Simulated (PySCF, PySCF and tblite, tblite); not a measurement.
# C₇H₇FO: telling isomers apart by computed NMR, part 3 of 3

PySCF and tblite. Atoms count from 0. The steps go on from the part before.

## (16) Shieldings, isomer C, conformer 1: LDA/pcSseg-1

What the job is given:

```
{"job": {"xc": "LDA", "basis": "pcSseg-1", "grid": 1, "kind": "nmr", "pop": false}, "charge": 0, "multiplicity": 1}
C      2.712385     0.142624     0.167465
O      1.687209    -0.753888    -0.213391
C      0.382398    -0.381071    -0.128153
C     -0.045987     0.866074     0.323810
C     -1.405312     1.151612     0.373803
C     -2.309753     0.187482    -0.027986
F     -3.618273     0.466129     0.021581
C     -1.906714    -1.058259    -0.480503
C     -0.552743    -1.339986    -0.529285
H      2.630260     0.419743     1.225549
H      2.700067     1.050687    -0.447634
H      3.654128    -0.385507     0.007606
H      0.663277     1.620836     0.638445
H     -1.756400     2.114789     0.721962
H     -2.643308    -1.789621    -0.787502
H     -0.198832    -2.302700    -0.877178
```

Log:

```text
final grid: 64048 points
cycle   1  E = -442.2046539548  dE =  1.285e+00  |g| = 7.503e-01  |ddm| = 3.962e+00
cycle   2  E = -441.9816873092  dE =  2.230e-01  |g| = 1.310e+00  |ddm| = 2.075e+00
cycle   3  E = -442.2963581723  dE = -3.147e-01  |g| = 3.260e-01  |ddm| = 1.554e+00
cycle   4  E = -442.3198129448  dE = -2.345e-02  |g| = 7.194e-02  |ddm| = 3.633e-01
cycle   5  E = -442.3204962585  dE = -6.833e-04  |g| = 4.542e-02  |ddm| = 9.706e-02
cycle   6  E = -442.3210211191  dE = -5.249e-04  |g| = 1.151e-02  |ddm| = 5.376e-02
cycle   7  E = -442.3210504591  dE = -2.934e-05  |g| = 5.452e-03  |ddm| = 1.478e-02
cycle   8  E = -442.3210577584  dE = -7.299e-06  |g| = 5.458e-04  |ddm| = 5.207e-03
cycle   9  E = -442.3210577612  dE = -2.789e-09  |g| = 4.861e-04  |ddm| = 9.763e-04
cycle  10  E = -442.3210578277  dE = -6.652e-08  |g| = 6.678e-05  |ddm| = 5.314e-04
cycle  11  E = -442.3210578281  dE = -3.781e-10  |g| = 5.688e-05  |ddm| = 9.962e-05
cycle  12  E = -442.3210578288  dE = -7.011e-10  |g| = 1.265e-05  |ddm| = 5.393e-05
converged SCF energy = -442.3210578288

GIAO shielding tensors (ppm)
atom      isotropic    diamagn.    paramagn.     s11        s22        s33       span
  0 C      124.539     246.933    -122.393     92.905    102.929    177.784     84.879
  1 O      220.349     396.614    -176.265    107.667    268.309    285.070    177.403
  2 C       16.947     256.361    -239.415    -58.329      4.835    104.335    162.664
  3 C       67.945     260.494    -192.548    -18.046     45.597    176.285    194.331
  4 C       59.486     256.642    -197.156    -26.314     42.910    161.863    188.177
  5 C       12.277     254.774    -242.496    -64.641     27.437     74.037    138.679
  6 F      279.204     476.431    -197.227    206.034    272.951    358.626    152.591
  7 C       58.207     257.217    -199.010    -27.693     41.293    161.021    188.713
  8 C       55.774     255.085    -199.312    -28.430     38.810    156.940    185.371
  9 H       27.416      29.300      -1.884     24.200     24.851     33.197      8.997
 10 H       27.416      29.300      -1.883     24.201     24.852     33.196      8.995
 11 H       26.764      27.360      -0.597     22.469     25.436     32.385      9.916
 12 H       24.549      33.109      -8.560     20.474     24.184     28.990      8.517
 13 H       24.025      29.325      -5.300     20.702     24.417     26.955      6.254
 14 H       23.985      28.593      -4.608     20.731     24.564     26.660      5.929
 15 H       24.049      31.019      -6.970     20.297     24.244     27.605      7.308
```

Run time: 22 s. Hardware: 1 thread of Intel Xeon Platinum 8488C, shared host.

In short: HOMO -5.48 eV, LUMO -1.60 eV; dipole 2.52 D.

## (17) Single-point energy, isomer C, conformer 1: wB97X/6-31+G*

The job, as its differences from that of step 16:

```diff
@@ -1,2 +1,2 @@
-{"job": {"xc": "LDA", "basis": "pcSseg-1", "grid": 1, "kind": "nmr", "pop": false}, "charge": 0, "multiplicity": 1}
+{"job": {"xc": "wB97X", "basis": "6-31+G*", "kind": "sp"}, "charge": 0, "multiplicity": 1}
 C      2.712385     0.142624     0.167465
```

Log:

```text
coarse grid: 14120 points
cycle   1  E = -445.8825062188  dE =  2.077e+00  |g| = 6.426e-01  |ddm| = 1.329e+01
cycle   2  E = -445.9005104874  dE = -1.800e-02  |g| = 6.460e-01  |ddm| = 4.816e+00
cycle   3  E = -445.9698868050  dE = -6.938e-02  |g| = 7.151e-02  |ddm| = 3.071e+00
cycle   4  E = -445.9709128812  dE = -1.026e-03  |g| = 2.942e-02  |ddm| = 2.763e-01
cycle   5  E = -445.9711240628  dE = -2.112e-04  |g| = 7.011e-03  |ddm| = 1.323e-01
cycle   6  E = -445.9711369099  dE = -1.285e-05  |g| = 1.840e-03  |ddm| = 2.686e-02
cycle   7  E = -445.9711378760  dE = -9.660e-07  |g| = 7.227e-04  |ddm| = 1.050e-02
final grid: 138872 points
cycle   8  E = -445.9037160858  dE = -1.003e-04  |g| = 7.091e-03  |ddm| = 3.066e-01
cycle   9  E = -445.9037174037  dE = -1.318e-06  |g| = 7.666e-03  |ddm| = 4.148e-02
cycle  10  E = -445.9037264580  dE = -9.054e-06  |g| = 4.436e-04  |ddm| = 9.601e-03
cycle  11  E = -445.9037265332  dE = -7.518e-08  |g| = 2.526e-04  |ddm| = 4.908e-03
cycle  12  E = -445.9037265509  dE = -1.770e-08  |g| = 4.585e-05  |ddm| = 1.427e-03
cycle  13  E = -445.9037265522  dE = -1.319e-09  |g| = 2.689e-05  |ddm| = 5.011e-04
cycle  14  E = -445.9037265526  dE = -3.943e-10  |g| = 7.702e-06  |ddm| = 2.609e-04
converged SCF energy = -445.9037265526
```

Wall time 17 s (1 thread of Intel Xeon Platinum 8488C, shared host).

Key values: HOMO -8.50 eV, LUMO 1.54 eV; dipole 2.51 D.

## (18) The ensemble, isomer C: properties at LDA/pcSseg-1

What the job is given:

```
{"job": {"study": "conf", "smiles": "COc1ccc(F)cc1", "search": {"seed": 7538, "n_embed": 60, "ff_keep": 14, "window": 2.5, "nmax": 4, "temps": [250, 298.15, 350], "t_ref": 298.15, "order": 0.001}, "level": {"nmr": {"xc": "LDA", "basis": "pcSseg-1", "grid": 1}, "sp": {"xc": "wB97X", "basis": "6-31+G*"}, "alter": {"geometry": "GFN1-xTB"}, "change": "LDA/pcSseg-1; energies wB97X/6-31+G*; grid level 1; GFN1-xTB geometries"}, "kind": "conf"}, "charge": 0, "multiplicity": 1}
C      2.712385     0.142624     0.167465
O      1.687209    -0.753888    -0.213391
C      0.382398    -0.381071    -0.128153
C     -0.045987     0.866074     0.323810
C     -1.405312     1.151612     0.373803
C     -2.309753     0.187482    -0.027986
F     -3.618273     0.466129     0.021581
C     -1.906714    -1.058259    -0.480503
C     -0.552743    -1.339986    -0.529285
H      2.630260     0.419743     1.225549
H      2.700067     1.050687    -0.447634
H      3.654128    -0.385507     0.007606
H      0.663277     1.620836     0.638445
H     -1.756400     2.114789     0.721962
H     -2.643308    -1.789621    -0.787502
H     -0.198832    -2.302700    -0.877178
```

Log:

```text
conformer  sym    E(xTB)   E(DFT)   G(298.15 K)  weight  dipole/D
    1     Cs      0.000    0.000    0.000   1.0000    2.513

mean shielding (ppm) by class
class atoms           250 K   298.15 K      350 K
  0 C  0            124.539    124.539    124.539
  1 O  1            220.349    220.349    220.349
  2 C  2             16.947     16.947     16.947
  3 C  3,8           61.859     61.859     61.859
  4 C  4,7           58.846     58.846     58.846
  5 C  5             12.277     12.277     12.277
  6 F  6            279.204    279.204    279.204
  7 H  9,10,11       27.198     27.198     27.198
  8 H  12,15         24.299     24.299     24.299
  9 H  13,14         24.005     24.005     24.005
```

Run time: 39 s. Hardware: 1 thread of Intel Xeon Platinum 8488C, shared host. This counts the runs that the step sums up.

Against the first level, at 298 K (shieldings, ppm; largest changes first):

```csv
atoms,KT2/pcSseg-1 in dichloromethane,LDA/pcSseg-1,change
C5,27.6,12.3,-15.4
"C4, C7",74.1,58.8,-15.2
C2,31.8,16.9,-14.8
"C3, C8",76.6,61.9,-14.7
F6,291.4,279.2,-12.2
C0,128.9,124.5,-4.4
O1,222.9,220.3,-2.6
"H13, H14",24.45,24.00,-0.44
"H12, H15",24.73,24.30,-0.43
"H9, H10, H11",27.55,27.20,-0.35
```

Weights: from B3LYP/def2-SVP in dichloromethane energies 1: 100 %; from wB97X/6-31+G* energies 1: 100 % (with a dispersion term where the level has one and the same thermal terms, so they don't follow from the SCF energies alone). Times: 39 s and 39 s.

## (19) The test of assignment

What the job is given:

```
{"job": {"study": "set", "relation": "regioisomers", "members": [{"smiles": "[CH3:1][O:2][c:3]1[cH:4][cH:5][cH:6][c:7]([F:8])[cH:9]1"}, {"smiles": "[CH3:1][O:2][c:3]1[cH:4][cH:5][cH:6][cH:7][c:8]1[F:9]"}, {"smiles": "[CH3:1][O:2][c:3]1[cH:4][cH:5][c:6]([F:7])[cH:8][cH:9]1"}], "charge": 0, "search": {"seed": 7538, "n_embed": 60, "ff_keep": 14, "window": 2.5, "nmax": 4, "temps": [250, 298.15, 350], "t_ref": 298.15, "order": 0.001}, "level": {"nmr": {"xc": "KT2", "basis": "pcSseg-1", "solvent": "dichloromethane"}, "sp": {"xc": "B3LYP", "basis": "def2-SVP", "solvent": "dichloromethane"}}, "dp4": {"C": [1.5, 10], "H": [0.12, 10]}, "second_levels": [{"nmr": {"xc": "LDA", "basis": "pcSseg-1", "grid": 1}, "wide": true, "sp": {"xc": "wB97X", "basis": "6-31+G*"}, "alter": {"geometry": "GFN1-xTB"}, "change": "LDA/pcSseg-1; energies wB97X/6-31+G*; grid level 1; GFN1-xTB geometries"}], "kind": "set"}, "charge": 0, "multiplicity": 1}
C     -2.640292     0.405737     0.356874
O     -1.778773    -0.507464    -0.281261
C     -0.439769    -0.309270    -0.192222
C      0.363924    -1.248497    -0.844370
C      1.737573    -1.136805    -0.816365
C      2.350051    -0.091181    -0.141631
C      1.541181     0.825347     0.497275
F      2.110052     1.854151     1.163461
C      0.159695     0.743535     0.490095
H     -2.475560     0.423723     1.438763
H     -3.648569     0.049785     0.152366
H     -2.524580     1.416392    -0.047091
H     -0.120908    -2.057527    -1.366340
H      2.343644    -1.870627    -1.324880
H      3.421772     0.015183    -0.108563
H     -0.407040     1.496465     1.012477
```

Log:

```text
isomer  G rel   conformers  SMILES
A     0.000      2   COc1cccc(F)c1
B     3.704      1   COc1ccccc1F
C     1.589      1   COc1ccc(F)cc1

signals of isomer C at the second level: probabilities [0.0, 0.00236, 0.99764]
```

It took 3.1 min on 1 thread of Intel Xeon Platinum 8488C, shared host. This counts the whole study up to here.

The 3 candidates (regioisomers), with energies and dipoles from their ensembles above, at 298 K; shieldings at KT2/pcSseg-1 in dichloromethane:

```
isomer         SMILES  conformers    ΔE    ΔG  μ rms (D)
     A  COc1cccc(F)c1           2  0.00  0.00       2.60
     B    COc1ccccc1F           1  3.38  3.70       3.06
     C  COc1ccc(F)cc1           1  1.26  1.59       2.88
```

Energies in kcal/mol.

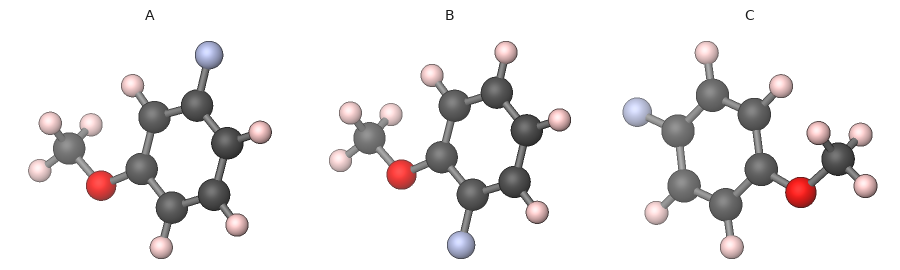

The leading conformer of each candidate.

The signals of isomer C, computed at a second level (LDA/pcSseg-1 on GFN1-xTB geometries), stand in for a spectrum. The test takes 7 C values, 7 H values (hydrogens on carbon alone). Each candidate's shieldings are matched to them as sorted lists by a straight-line fit, or by a shift alone where signals are few or close (slope 1; a small slope inflates the errors), and the errors are weighed by Student-t tails (C: width 1.5 ppm, H: width 0.12 ppm).

```
candidate  C slope  C mean error  C largest  H slope  H mean error  H largest  P(C)  P(H)  P(all)
        A     0.98           8.6       14.6     0.91          0.12       0.42   0.0   0.0     0.0
        B     0.85           2.9        6.8     0.97          0.02       0.06   0.5  31.9     0.2
        C     0.91           2.3        3.3     0.97          0.00       0.01  99.5  68.1    99.8
```

Errors in ppm, probabilities in per cent.

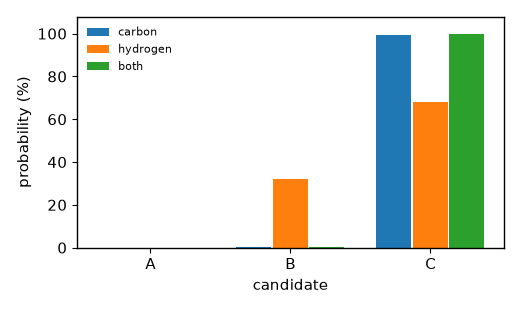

Probabilities for the signals of isomer C.

## (20) Outcome

What follows sums up all 3 parts.

| quantity | value |
| --- | --- |
| conformers, isomer A | 2; the first in weight is no. 1 (Cs), 59 % at 298 K |
| root-mean-square dipole, isomer A | 2.60 D |
| averaged ¹³C shifts, isomer A (KT2/pcSseg-1 in dichloromethane) | 165.1, 159.6, 125.4, 106.0, 103.6, 96.6, 57.3 ppm |
| averaged ¹H shifts, isomer A (KT2/pcSseg-1 in dichloromethane) | 7.39, 6.76, 6.71, 6.62, 4.09 ppm |
| conformers, isomer B | 1; the first in weight is no. 1 (Cs), 100 % at 298 K |
| root-mean-square dipole, isomer B | 3.06 D |
| averaged ¹³C shifts, isomer B (KT2/pcSseg-1 in dichloromethane) | 154.4, 147.5, 120.2, 116.1, 112.8, 107.5, 56.9 ppm |
| averaged ¹H shifts, isomer B (KT2/pcSseg-1 in dichloromethane) | 7.25, 7.18, 6.98, 6.95, 4.14 ppm |
| conformers, isomer C | 1; the first in weight is no. 1 (Cs), 100 % at 298 K |
| root-mean-square dipole, isomer C | 2.88 D |
| averaged ¹³C shifts, isomer C (KT2/pcSseg-1 in dichloromethane) | 158.7, 154.6, 112.3, 109.7, 57.4 ppm |
| averaged ¹H shifts, isomer C (KT2/pcSseg-1 in dichloromethane) | 7.15, 6.88, 4.05 ppm |
| lowest in free energy | isomer A |
| signals of C (LDA/pcSseg-1 on GFN1-xTB geometries) | best fit C, 100 % |

**Reading.** Conformer 1 leads for isomer A with 59 % at 298 K, and its share goes from 61 % at 250 K to 58 % at 350 K. Among conformers of isomer A over 5 %, C3 differs by 8.8 ppm, while the average moves by 0.2 ppm from 250 to 350 K. The search found one conformer for isomer B in the window, so the averages are its own values. The search found one conformer for isomer C in the window, so the averages are its own values. Going from KT2/pcSseg-1 in dichloromethane to LDA/pcSseg-1 moves C5 of isomer C most, by 15.4 ppm of raw shielding (the geometries differ too). The test names the right isomer, C, with 100 %. The stand-in spectrum is computed, so it shares conformers and some errors with the candidates; a measured one would test harder.
